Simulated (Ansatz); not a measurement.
```yaml
atoms:
  - { symbol: C, position_ang: [3.2792, -1.8202, -0.3439] }
  - { symbol: C, position_ang: [3.7322, -0.5334, -0.0739] }
  - { symbol: C, position_ang: [2.8133, 0.5218, 0.1495] }
  - { symbol: C, position_ang: [3.2729, 1.8338, 0.4235] }
  - { symbol: C, position_ang: [2.3694, 2.8681, 0.6425] }
  - { symbol: C, position_ang: [0.9976, 2.6191, 0.5922] }
  - { symbol: C, position_ang: [0.4815, 1.3300, 0.3235] }
  - { symbol: C, position_ang: [-0.9474, 1.0638, 0.2706] }
  - { symbol: C, position_ang: [-1.9103, 2.0771, 0.4858] }
  - { symbol: C, position_ang: [-3.2798, 1.8160, 0.4330] }
  - { symbol: C, position_ang: [-3.7329, 0.5293, 0.1628] }
  - { symbol: C, position_ang: [-2.8139, -0.5258, -0.0606] }
  - { symbol: C, position_ang: [-3.2734, -1.8378, -0.3349] }
  - { symbol: C, position_ang: [-2.3699, -2.8722, -0.5535] }
  - { symbol: C, position_ang: [-0.9981, -2.6232, -0.5028] }
  - { symbol: C, position_ang: [-0.4821, -1.3341, -0.2339] }
  - { symbol: C, position_ang: [0.9468, -1.0680, -0.1807] }
  - { symbol: C, position_ang: [1.9096, -2.0814, -0.3961] }
  - { symbol: C, position_ang: [1.4035, 0.2593, 0.0973] }
  - { symbol: C, position_ang: [-1.4041, -0.2635, -0.0077] }
  - { symbol: H, position_ang: [3.9916, -2.6293, -0.5160] }
  - { symbol: H, position_ang: [4.8036, -0.3229, -0.0316] }
  - { symbol: H, position_ang: [4.3484, 2.0234, 0.4604] }
  - { symbol: H, position_ang: [2.7292, 3.8770, 0.8537] }
  - { symbol: H, position_ang: [0.3194, 3.4535, 0.7670] }
  - { symbol: H, position_ang: [-1.5918, 3.0966, 0.7001] }
  - { symbol: H, position_ang: [-3.9921, 2.6253, 0.6048] }
  - { symbol: H, position_ang: [-4.8042, 0.3187, 0.1202] }
  - { symbol: H, position_ang: [-4.3489, -2.0273, -0.3724] }
  - { symbol: H, position_ang: [-2.7296, -3.8811, -0.7647] }
  - { symbol: H, position_ang: [-0.3199, -3.4575, -0.6777] }
  - { symbol: H, position_ang: [1.5911, -3.1008, -0.6102] }
```

Computed with DFT custom functional, Gaussian basis def2-SVP (Ansatz).

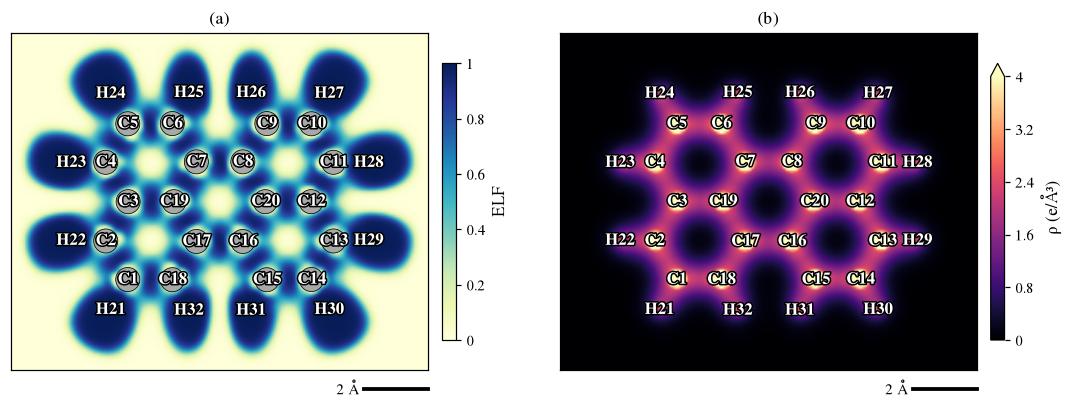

C20H12 (per) (charge +1, doublet). (a) ELF; (b) electron density on the molecular plane. Grey discs cover the atomic cores in the ELF map.

> Describe what can be read from this map.

Atoms in the plane: C and H.
C–C (1.39 Å): the density is about 2.1 e/Å³ at the midpoint; the ELF peaks at about 0.95 between the atoms, as expected for a covalent bond.
C–H (1.09 Å): ρ is about 2 e/Å³ halfway; the ELF climbs to about 1 towards the hydrogen, as it does in any bond to H; a covalent bond by its length.
C–C (1.43 Å): the density is about 2 e/Å³ at the midpoint; the ELF peaks at about 0.95 between the atoms, as expected for a covalent bond.
